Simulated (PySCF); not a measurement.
The calculation's input:

```
{"job": {"kind": "sp", "xc": "wB97X", "basis": "ma-def2-TZVP", "d3": "d3bj", "grid": 2}, "charge": 0, "multiplicity": 1}
P     -0.812322    -0.307896     0.355674
P      0.817823     0.310431    -0.383972
```

Command:

```sh
OMP_NUM_THREADS=1 python redox_run.py task.json out
```

Geometry: PBE0-D3(BJ)/ma-def2-SVP.

The calculation used DFT single point, gas phase, functional wB97X in PySCF.

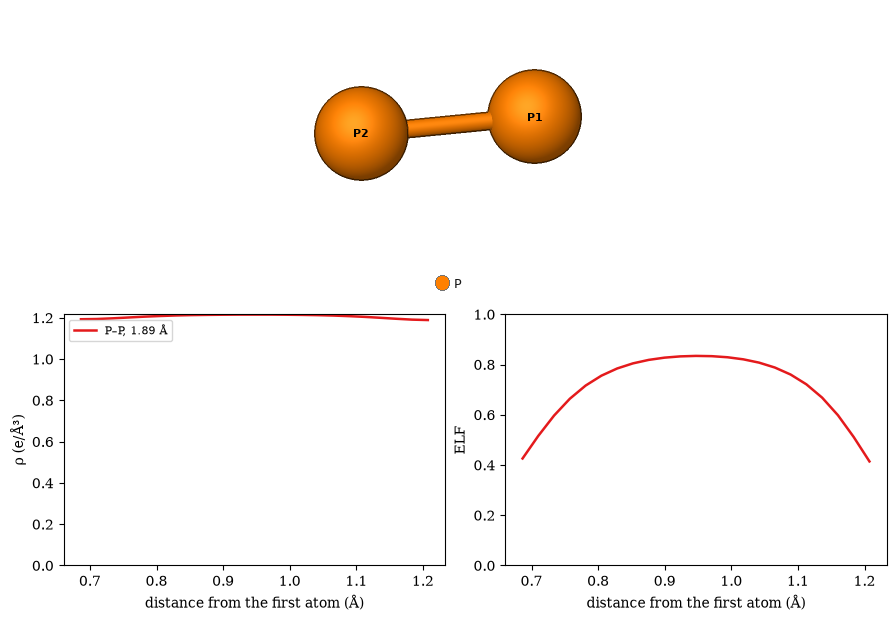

P2 (diphosphorus). Total electron density and electron localisation function along straight lines between neighbouring atoms. The curves leave out the atomic cores. The structure is drawn too.

### What can be read from the curves?

P–P (1.89 Å): ρ at the midpoint is about 1.2 e/Å³; the ELF peaks at about 0.85 between the atoms, as expected for localised, covalent bonding.
